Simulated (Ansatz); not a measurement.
FGeH3 (SMILES [F][GeH3])

Input file:

```
crystal:
  periodic: [false, false, false]
  atoms:
    - {symbol: F, position_ang: [-1.046500, 0.474300, 1.162200]}
    - {symbol: Ge, position_ang: [0.068200, -0.041600, -0.072800]}
    - {symbol: H, position_ang: [1.331000, -0.512000, 0.658600]}
    - {symbol: H, position_ang: [-0.627800, -1.178000, -0.831200]}
    - {symbol: H, position_ang: [0.325100, 1.183600, -0.958100]}
basis:
  gaussian: {orbitals: def2-SVP}
hamiltonian: {xc: hf}
accuracy: high
output: {forces: true, orbitals: {seedname: orbitals}}
```

Command:

```sh
ansatz run in.yaml --threads 1 --pin off --max-ram 2610MiB --events-out events.jsonl --progress --plain --runs-dir runs
```

Geometry: PBE0-D4/def2-TZVP.

Computed with isolated molecule in a Gaussian basis; Hartree-Fock in Ansatz.

**Predict the electron density and electron localisation function between the atoms.**

Ge–F (1.74 Å): ρ at the midpoint is about 0.88 e/Å³; the ELF peaks at about 0.80 in the valence shell of F, 0.5 Å from its nucleus, and is about 0.20 at the midpoint.
Ge–H (1.53 Å): ρ at the midpoint is about 1 e/Å³; the ELF climbs to about 1 towards the hydrogen.

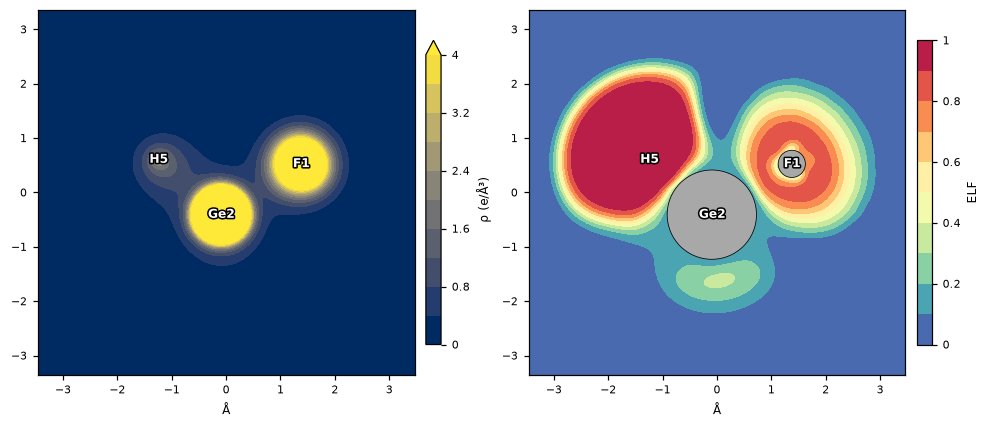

Computed electron density and electron localisation function on the plane of atoms F1, Ge2 and H5, in this order. Grey discs cover the atomic cores in the ELF map. 
